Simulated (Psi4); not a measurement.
# [C2H2F2]+ (SMILES [CH2+][C](F)F): UHF/3-21G

Aim: the vertical doublet–quartet gap of [C2H2F2]+ at UHF/3-21G, from 2 runs. 

Program for the calculation: Psi4 1.11.

2 further runs of the same task are left out: 2 set aside as unsound or not needed.

### 1 The system as given

[C2H2F2]+ has 6 atoms, charge +1, and is taken as a doublet. As SMILES, `[CH2+][C](F)F`. The coordinates come from a GFN2-xTB relaxation. This is one conformer, not always the lowest.

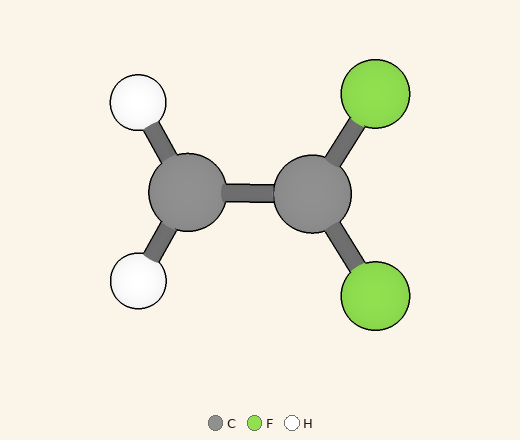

The structure, seen from a chosen angle (carbon grey, fluorine green, hydrogen white).

### 2 Energy and gradient at UHF/3-21G

File input.json:

```json
{
  "schema_name": "qcschema_input",
  "schema_version": 1,
  "molecule": {
    "schema_name": "qcschema_molecule",
    "schema_version": 2,
    "symbols": ["C", "C", "F", "F", "H", "H"],
    "geometry": [-0.58815836, 1.18652124, -0.47520943, 0.50967803, -1.02612129, 0.41005167, -0.75912188, -2.88111424, 1.28590194, 2.8896936, -1.4130805, 0.43174573, 0.58214903, 2.71572541, -1.20447364, -2.63420263, 1.41806938, -0.44801627],
    "molecular_charge": 1,
    "molecular_multiplicity": 2,
    "fix_symmetry": "c1",
    "fix_com": true,
    "fix_orientation": true
  },
  "driver": "gradient",
  "model": {
    "method": "scf",
    "basis": "3-21G"
  },
  "keywords": {
    "reference": "uhf",
    "puream": true,
    "e_convergence": 1e-09,
    "d_convergence": 1e-08,
    "scf_type": "pk",
    "maxiter": 200,
    "scf_properties": ["MAYER_INDICES", "WIBERG_LOWDIN_INDICES", "LOWDIN_CHARGES"]
  }
}
```

Started as:

```console
$ psi4 --qcschema input.json -n 1 --memory 1600MB
```

stdout:

```text
[...]
                   'protocols': {'error_correction': {'default_policy': True, 'policies': None},
                                 'native_files': 'none',
[...]
  Running in c1 symmetry.
[...]
  Nuclear repulsion =  118.497687052403251
[...]
  Multiplicity = 2
[...]
  Nalpha       = 16
  Nbeta        = 15
[...]
    Number of basis functions: 40
[...]
   @UHF iter   1:  -273.79745531772892   -1.56663e-01   1.05723e-02 ADIIS/DIIS
[...]
   @UHF iter  15:  -273.89881393196640   -2.04636e-12   6.94931e-09 DIIS
[...]
   @S^2 Observed:                7.551944037E-01
[...]
    Orbital Energies [Eh]
    ---------------------
    Alpha Occupied:
       1A    -26.551742     2A    -26.551543     3A    -11.765606
       4A    -11.550592     5A     -2.046894     6A     -1.968360
       7A     -1.417133     8A     -1.188896     9A     -1.108966
      10A     -1.085259    11A     -1.069503    12A     -0.980864
      13A     -0.960913    14A     -0.932608    15A     -0.904659
      16A     -0.740800
    Alpha Virtual:
      17A     -0.174904    18A      0.025811    19A      0.036620
      20A      0.096056    21A      0.224703    22A      0.240926
      23A      0.582666    24A      0.613794    25A      0.643208
[...]
  @UHF Final Energy:  -273.89881393196640
   => Energetics <=
    Nuclear Repulsion Energy =            118.4976870524032506
    One-Electron Energy =                -604.1480780875789378
    Two-Electron Energy =                 211.7515771032092573
    Total Energy =                       -273.8988139319664015
  UHF NO Occupations:
  HONO-2 :   14  A 1.9993785
  HONO-1 :   15  A 1.9985756
[...]
 Multipole Moments:
 ------------------------------------------------------------------------------------
     Multipole            Electronic (a.u.)      Nuclear  (a.u.)        Total (a.u.)
 ------------------------------------------------------------------------------------
 L = 1.  Multiply by 2.5417464519 to convert [e a0] to [Debye]
 Dipole X            :        -16.8585175           16.6522099           -0.2063076
 Dipole Y            :         33.9691293          -33.5515582            0.4175712
 Dipole Z            :        -13.5825845           13.4153926           -0.1671920
 Magnitude           :                                                    0.4948552
[...]
  -Total Gradient:
     Atom            X                  Y                   Z
    ------   -----------------  -----------------  -----------------
       1        0.011016150798    -0.021692883538     0.008574541139
       2       -0.004168723901     0.008827240416    -0.003561722499
       3        0.004715620695    -0.000652706533     0.000001499799
       4       -0.002993955033    -0.003516897557     0.001714780004
       5        0.003662768893     0.011776722656    -0.005262530116
       6       -0.012231861454     0.005258524556    -0.001466568327
[...]
```

The result, in JSON:

```text
{
 "driver": "gradient",
 "model": {
  "method": "scf",
  "basis": "3-21G"
 },
 "success": true,
 "return_result": [0.01101615079772197, -0.02169288353811772, 0.008574541139337023, -0.004168723900633997, 0.00882724041627142, -0.003561722499132433, 0.004715620694746958, -0.0006527065329425819, 1.499798843423994e-06, -0.0029939550327692244, -0.003516897556623752, 0.0017147800040969979, 0.003662768893459345, 0.01177672265631699, -0.0052625301163698734, -0.012231861454091386, 0.005258524555502575, -0.0014665683271163112],
 "properties": {
  "calcinfo_nbasis": 40,
  "calcinfo_nmo": 40,
  "calcinfo_nalpha": 16,
  "calcinfo_nbeta": 15,
  "calcinfo_natom": 6,
  "nuclear_repulsion_energy": 118.49768705240325,
  "return_energy": -273.8988139319664,
  "return_gradient": [0.01101615079772197, -0.02169288353811772, 0.008574541139337023, -0.004168723900633997, 0.00882724041627142, -0.003561722499132433, 0.004715620694746958, -0.0006527065329425819, 1.499798843423994e-06, -0.0029939550327692244, -0.003516897556623752, 0.0017147800040969979, 0.003662768893459345, 0.01177672265631699, -0.0052625301163698734, -0.012231861454091386, 0.005258524555502575, -0.0014665683271163112],
  "scf_one_electron_energy": -604.1480780875789,
  "scf_two_electron_energy": 211.75157710320926,
  "scf_dipole_moment": [-0.20630759452896896, 0.417571172508616, -0.16719197238063188],
  "scf_total_energy": -273.8988139319664,
  "scf_total_gradient": [0.01101615079772197, -0.02169288353811772, 0.008574541139337023, -0.004168723900633997, 0.00882724041627142, -0.003561722499132433, 0.004715620694746958, -0.0006527065329425819, 1.499798843423994e-06, -0.0029939550327692244, -0.003516897556623752, 0.0017147800040969979, 0.003662768893459345, 0.01177672265631699, -0.0052625301163698734, -0.012231861454091386, 0.005258524555502575, -0.0014665683271163112],
  "scf_iterations": 15
 }
}
```

Run time: 2.4 s. Hardware: 1 thread of Intel Xeon Platinum 8488C (Sapphire Rapids), shared host; peak memory 0.18 GiB.

### 3 The quartet: a single-point energy at UHF/3-21G

File c2h2f2.xyz:

```xyz
6
C2H2F2
C     -0.311240     0.627880    -0.251470
C      0.269710    -0.543000     0.216990
F     -0.401710    -1.524620     0.680470
F      1.529160    -0.747770     0.228470
H      0.308060     1.437100    -0.637380
H     -1.393960     0.750410    -0.237080
```

File job.py:

```python
import psi4

psi4.set_memory('1600 MB')
psi4.set_num_threads(1)
psi4.core.set_output_file('psi4.out', False)

with open('c2h2f2.xyz') as f:
    atoms = ''.join(f.readlines()[2:])
m = psi4.geometry('1 4\n' + atoms + 'symmetry c1\nno_reorient\nno_com')

psi4.set_options({
    'basis': '3-21G',
    'reference': 'uhf',
    'puream': True,
    'e_convergence': 1e-09,
    'd_convergence': 1e-08,
    'scf_type': 'pk',
    'maxiter': 200,
})

E, wfn = psi4.energy('scf', return_wfn=True)
psi4.oeprop(wfn, 'QUADRUPOLE', 'MULLIKEN_CHARGES', 'LOWDIN_CHARGES')
print(f'total energy {E:.8f} hartree = {E * 27.211386:.5f} eV')
```

Started as:

```console
$ python job.py
```

psi4.out, cut to the lines that bear on the results:

```text
[...]
  Running in c1 symmetry.
[...]
  Nuclear repulsion =  118.497686943311948
[...]
  Multiplicity = 4
[...]
  Nalpha       = 17
  Nbeta        = 14
[...]
    Number of basis functions: 40
[...]
   @UHF iter   1:  -273.46415997922480    1.76632e-01   9.45454e-03 ADIIS/DIIS
[...]
   @UHF iter  29:  -273.55908837136849   -1.13687e-13   5.05010e-09 DIIS
[...]
   @S^2 Observed:                3.778394704E+00
[...]
  @UHF Final Energy:  -273.55908837136849
   => Energetics <=
    Nuclear Repulsion Energy =            118.4976869433119475
    One-Electron Energy =                -603.8343962968197047
    Two-Electron Energy =                 211.7776209821392683
    Total Energy =                       -273.5590883713684889
  UHF NO Occupations:
  HONO-2 :   15  A 1.0000000
  HONO-1 :   16  A 1.0000000
[...]
 Multipole Moments:
 ------------------------------------------------------------------------------------
     Multipole            Electronic (a.u.)      Nuclear  (a.u.)        Total (a.u.)
 ------------------------------------------------------------------------------------
 L = 1.  Multiply by 2.5417464519 to convert [e a0] to [Debye]
 Dipole X            :        -16.8053597           16.6522099           -0.1531498
 Dipole Y            :         33.8580288          -33.5515582            0.3064705
 Dipole Z            :        -13.5375646           13.4153925           -0.1221721
 Magnitude           :                                                    0.3637376
 L = 2.  Multiply by 1.3450342976 to convert [e a0^2] to [Debye ang]
 Quadrupole XX       :       -103.9264366           91.2514890          -12.6749476
 Quadrupole XY       :         25.4069941          -26.5459238           -1.1389297
[...]
  Mulliken Charges: (a.u.)
   Center  Symbol    Alpha    Beta     Spin     Total
       1     C     3.93909  2.43059  1.50850 -0.36967
       2     C     3.08193  2.10009  0.98184  0.81798
       3     F     4.73805  4.41422  0.32382 -0.15227
       4     F     4.73776  4.41510  0.32267 -0.15286
       5     H     0.25148  0.32012 -0.06864  0.42841
       6     H     0.25170  0.31988 -0.06818  0.42842
   Total alpha = 17.00000, Total beta = 14.00000, Total charge =  1.00000
  Lowdin Charges: (a.u.)
   Center  Symbol    Alpha    Beta     Spin     Total
[...]
```

Standard output:

```text
Memory set to   1.490 GiB by Python driver.
  Threads set to 1 by Python driver.
total energy -273.55908837 hartree = -7443.92195 eV
```

Wall time 2.6 s (1 thread of Intel Xeon Platinum 8488C (Sapphire Rapids), shared host); peak memory 0.18 GiB.

### 4 What came out

At UHF/3-21G:

```
                                        quantity          value
                           doublet: total energy  -273.89881 Eh
     doublet: HOMO energy (highest over α and β)      -20.16 eV
      doublet: LUMO energy (lowest over α and β)       -8.18 eV
                                   doublet: ⟨S²⟩          0.755
               doublet: largest force on an atom     1.327 eV/Å
                           quartet: total energy  -273.55909 Eh
     quartet: HOMO energy (highest over α and β)      -15.91 eV
      quartet: LUMO energy (lowest over α and β)      -13.93 eV
                                   quartet: ⟨S²⟩          3.778
vertical energy of the quartet above the doublet       9.244 eV
```

What this shows: At this shape the quartet lies 9.24 eV (892 kJ/mol) above the doublet. The largest force (doublet) is 1.33 eV/Å: the shape isn't a stationary point for this species at this level. Mulliken charges (quartet) run from -0.37 on C1 to +0.82 on C2.
